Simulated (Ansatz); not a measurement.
C₄H₁₁NSi: several calculations on one system

## 1. Relaxation

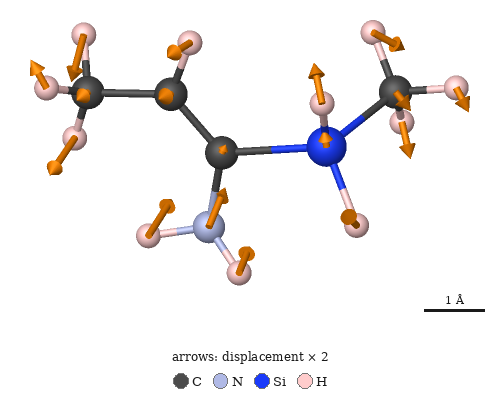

This is a relaxation of C4H11NSi. The starting structure is drawn; orange arrows show the displacements, magnified 2 times. The two geometries are superimposed by the best rigid fit.

The picture is a ball-and-stick view, seen face on.

The run prepares an end point of a later path (inversion) calculation, from a guessed geometry.

The calculation used Ansatz, RKS PBE/6-31G*.

The input:
```yaml
crystal:
  periodic: [false, false, false]
  atoms:
    - { symbol: C, position_ang: [-1.2657, -1.6094, -1.7165] }
    - { symbol: C, position_ang: [-1.002, -0.7119, -0.5424] }
    - { symbol: C, position_ang: [0.1821, -0.4944, -0.0089] }
    - { symbol: "N", position_ang: [1.4692, -1.0604, -0.4401] }
    - { symbol: Si, position_ang: [0.3685, 0.6866, 1.4938] }
    - { symbol: C, position_ang: [0.531, 2.4614, 0.9345] }
    - { symbol: H, position_ang: [-1.9362, -2.3898, -1.4216] }
    - { symbol: H, position_ang: [-1.8091, -0.9524, -2.4832] }
    - { symbol: H, position_ang: [-0.4243, -1.9667, -2.169] }
    - { symbol: H, position_ang: [-1.8705, -0.2141, -0.0938] }
    - { symbol: H, position_ang: [1.2519, -1.9236, -0.9519] }
    - { symbol: H, position_ang: [2.1133, -1.1885, 0.3114] }
    - { symbol: H, position_ang: [1.5183, 0.3102, 2.2735] }
    - { symbol: H, position_ang: [-0.8613, 0.5483, 2.3891] }
    - { symbol: H, position_ang: [-0.346, 2.7407, 0.3618] }
    - { symbol: H, position_ang: [1.4202, 2.6062, 0.3195] }
    - { symbol: H, position_ang: [0.6416, 3.1574, 1.784] }
basis:
  gaussian: { orbitals: "6-31G*" }
hamiltonian:
  xc: pbe
relax:
  f_tol: 0.015
  max_steps: 40
```

Run as
```bash
ansatz run input.yaml --threads 2 --pin off --max-ram 3072MiB --backend cpu --events-out ev --progress --plain --runs-dir out
```

**Atoms of which element are displaced furthest, and by how much?**

Hydrogen: up to 0.64 Å, against 0.43 Å for nitrogen.

**What did the optimiser do to the structure, and how much energy did it gain?**

After 16 geometry steps the energy has fallen by 11.6 kcal/mol. Largest force component: 3.6 eV/Å at the start, 0.012 eV/Å at the end. The forces were under the threshold at step 14, but the run went on from there. The atom that moves furthest after the best rigid fit is H11 (0.64 Å). By element the largest moves are H 0.64 Å, N 0.43 Å, C 0.21 Å, Si 0.15 Å. Near-neighbour distances that change, for instance: C1–H9 1.020 → 1.108 Å, Si5–H13 1.439 → 1.511 Å, C3–N4 1.471 → 1.411 Å, C2–C3 1.317 → 1.363 Å. Bond angles that change, for instance: C3–N4–H11 106.5° → 114.5°, C2–C1–H8 105.3° → 112.5°, H7–C1–H9 112.6° → 106.9°. Groups turn about C1–C2 by about 35°, C3–Si5 by about 25°. Cost: 54 s on 2 threads of Arm Neoverse V1, on a shared host, peak memory 0.17 GiB.

## 2. Relaxation

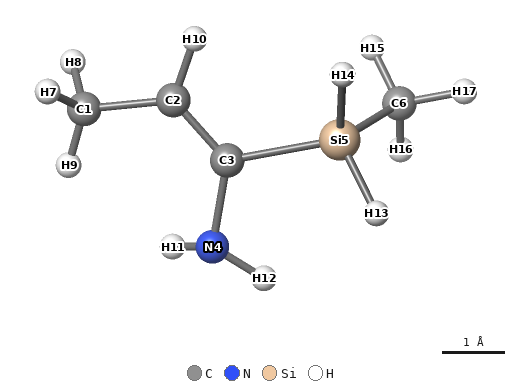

Starting structure of C$_{4}$H$_{11}$NSi. Style: ball-and-stick. Shown at a tilt.

The run prepares an end point of a later path (inversion) calculation, from a guessed geometry.

Method: Ansatz 0.2.0, RKS PBE/6-31G*.

The input:
```yaml
crystal:
  periodic: [false, false, false]
  atoms:
    - { symbol: C, position_ang: [-1.2657, -1.6094, -1.7165] }
    - { symbol: C, position_ang: [-1.002, -0.7119, -0.5424] }
    - { symbol: C, position_ang: [0.1821, -0.4944, -0.0089] }
    - { symbol: "N", position_ang: [1.4692, -1.0604, -0.4401] }
    - { symbol: Si, position_ang: [0.3685, 0.6866, 1.4938] }
    - { symbol: C, position_ang: [0.531, 2.4614, 0.9345] }
    - { symbol: H, position_ang: [-1.9362, -2.3898, -1.4216] }
    - { symbol: H, position_ang: [-1.8091, -0.9524, -2.4832] }
    - { symbol: H, position_ang: [-0.4243, -1.9667, -2.169] }
    - { symbol: H, position_ang: [-1.8705, -0.2141, -0.0938] }
    - { symbol: H, position_ang: [1.45347, -1.07304, -1.46668] }
    - { symbol: H, position_ang: [2.25667, -0.58351, -0.05475] }
    - { symbol: H, position_ang: [1.5183, 0.3102, 2.2735] }
    - { symbol: H, position_ang: [-0.8613, 0.5483, 2.3891] }
    - { symbol: H, position_ang: [-0.346, 2.7407, 0.3618] }
    - { symbol: H, position_ang: [1.4202, 2.6062, 0.3195] }
    - { symbol: H, position_ang: [0.6416, 3.1574, 1.784] }
basis:
  gaussian: { orbitals: "6-31G*" }
hamiltonian:
  xc: pbe
relax:
  f_tol: 0.015
  max_steps: 40
```

Command:
```bash
ansatz run input.yaml --threads 2 --pin off --max-ram 3072MiB --backend cpu --events-out ev --progress --plain --runs-dir out
```

> Where does the relaxation end?

The energy falls by 51.4 kJ/mol in 23 accepted moves (25 points after the start). Largest force component: 3.5 eV/Å at the start, 0.012 eV/Å at the end. The line search rejected the trial steps at points 16, 20 of the run. The atom that moves furthest after the best rigid fit is H12 (1.05 Å). By element the largest moves are H 1.05 Å, N 0.53 Å, C 0.47 Å, Si 0.30 Å. Near-neighbour distances that change, for instance: C1–H9 1.020 → 1.108 Å, Si5–H13 1.439 → 1.506 Å, C3–N4 1.471 → 1.409 Å, C2–C3 1.317 → 1.363 Å. Bond angles that change, for instance: C3–N4–H11 106.5° → 114.6°, H7–C1–H9 112.6° → 106.7°, C2–C1–H8 105.3° → 111.1°. Groups turn about C3–Si5 by about 40°, C1–C2 by about 25°, C3–N4 by about 25°. The run took 82 s on 2 threads of Arm Neoverse V1, with other jobs on the host, peak memory 0.17 GiB.

Step by step:

```json
{"step": "0", "E − E(0), kJ/mol": "0.00", "largest force component, eV/Å": "3.4535", "note": ""}
{"step": "1", "E − E(0), kJ/mol": "-38.78", "largest force component, eV/Å": "1.3394", "note": ""}
{"step": "2", "E − E(0), kJ/mol": "-44.62", "largest force component, eV/Å": "0.2537", "note": ""}
{"step": "3", "E − E(0), kJ/mol": "-45.61", "largest force component, eV/Å": "0.2137", "note": ""}
{"step": "4", "E − E(0), kJ/mol": "-46.33", "largest force component, eV/Å": "0.2141", "note": ""}
{"step": "5", "E − E(0), kJ/mol": "-46.76", "largest force component, eV/Å": "0.0972", "note": ""}
{"step": "6", "E − E(0), kJ/mol": "-47.07", "largest force component, eV/Å": "0.0668", "note": ""}
{"step": "7", "E − E(0), kJ/mol": "-47.59", "largest force component, eV/Å": "0.2035", "note": ""}
{"step": "8", "E − E(0), kJ/mol": "-47.99", "largest force component, eV/Å": "0.1935", "note": ""}
{"step": "9", "E − E(0), kJ/mol": "-48.75", "largest force component, eV/Å": "0.2458", "note": ""}
{"step": "10", "E − E(0), kJ/mol": "-49.17", "largest force component, eV/Å": "0.2590", "note": ""}
{"step": "11", "E − E(0), kJ/mol": "-49.52", "largest force component, eV/Å": "0.2332", "note": ""}
{"step": "12", "E − E(0), kJ/mol": "-49.98", "largest force component, eV/Å": "0.1429", "note": ""}
{"step": "13", "E − E(0), kJ/mol": "-50.26", "largest force component, eV/Å": "0.0625", "note": ""}
{"step": "14", "E − E(0), kJ/mol": "-50.39", "largest force component, eV/Å": "0.1729", "note": ""}
{"step": "15", "E − E(0), kJ/mol": "-50.65", "largest force component, eV/Å": "0.0562", "note": ""}
{"step": "16", "E − E(0), kJ/mol": "-50.56", "largest force component, eV/Å": "0.2145", "note": "rejected"}
{"step": "17", "E − E(0), kJ/mol": "-50.93", "largest force component, eV/Å": "0.0446", "note": ""}
{"step": "18", "E − E(0), kJ/mol": "-51.03", "largest force component, eV/Å": "0.1238", "note": ""}
{"step": "19", "E − E(0), kJ/mol": "-51.15", "largest force component, eV/Å": "0.0742", "note": ""}
{"step": "20", "E − E(0), kJ/mol": "-50.70", "largest force component, eV/Å": "0.2657", "note": "rejected"}
{"step": "21", "E − E(0), kJ/mol": "-51.30", "largest force component, eV/Å": "0.0426", "note": ""}
{"step": "22", "E − E(0), kJ/mol": "-51.37", "largest force component, eV/Å": "0.0670", "note": ""}
{"step": "23", "E − E(0), kJ/mol": "-51.40", "largest force component, eV/Å": "0.0257", "note": ""}
{"step": "24", "E − E(0), kJ/mol": "-51.41", "largest force component, eV/Å": "0.0082", "note": ""}
{"step": "25", "E − E(0), kJ/mol": "-51.42", "largest force component, eV/Å": "0.0119", "note": ""}
```

Final geometry:

```xyz
17

C    -1.2587   -1.8058   -1.6591
C    -1.1018   -0.8728   -0.4877
C     0.0703   -0.3143   -0.0731
N     1.3210   -0.6039   -0.6544
Si    0.0909    0.7956    1.4539
C     0.9713    2.4424    1.1090
H    -1.1078   -2.8674   -1.3790
H    -2.2695   -1.7301   -2.0951
H    -0.5397   -1.5864   -2.4729
H    -2.0023   -0.6586    0.0976
H     1.2703   -1.0679   -1.5661
H     1.9607    0.1916   -0.7001
H     0.7911    0.1213    2.6039
H    -1.3366    1.0429    1.8499
H     0.4820    2.9926    0.2877
H     2.0313    2.2920    0.8381
H     0.9533    3.0841    2.0065
```

After the run, drawn alike:

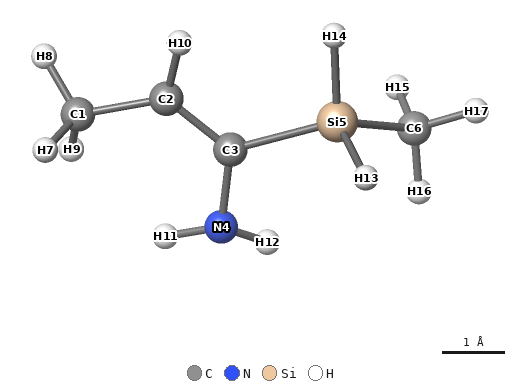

## 3. Path

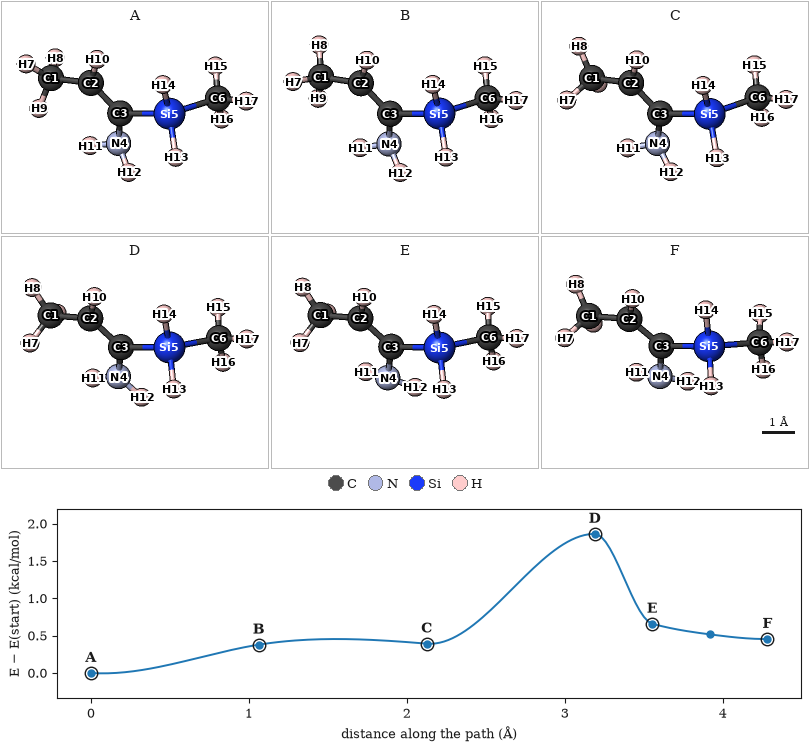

A nudged-elastic-band calculation for C₄H₁₁NSi. Images are numbered from 0 (start) to 6 (end). Frames A to F are images 0, 1, 2, 3, 4, 6. Style: ball-and-stick. Shown at a tilt.

Method: RKS PBE/6-31G* (Ansatz). Set-up: 5 movable images; climbing image; force threshold 0.03 eV/Å; iteration limit 60; starting path through a guess of the saddle point.

**Read off the barrier and say what moves.**

The energy climbs by 1.86 kcal/mol to image 3 and then falls by 1.41 kcal/mol, so the end point sits at +0.45 kcal/mol. The motion is an umbrella inversion at N4. No bond forms or breaks between the ends. Bond angles that change up to the highest image, for instance: C3–N4–H12 114.0° → 122.1°, H11–N4–H12 110.0° → 116.8°. The band converged in 29 iterations. The largest component of the band force went from 7.9 to 0.03 eV/Å. The climbing image converged on the top of the path. Its vibrational analysis gives one imaginary mode (480i cm⁻¹), as a transition state must have.

Cost: 6.6 min on 2 threads of Arm Neoverse V1 (shared host), peak memory 0.18 GiB.
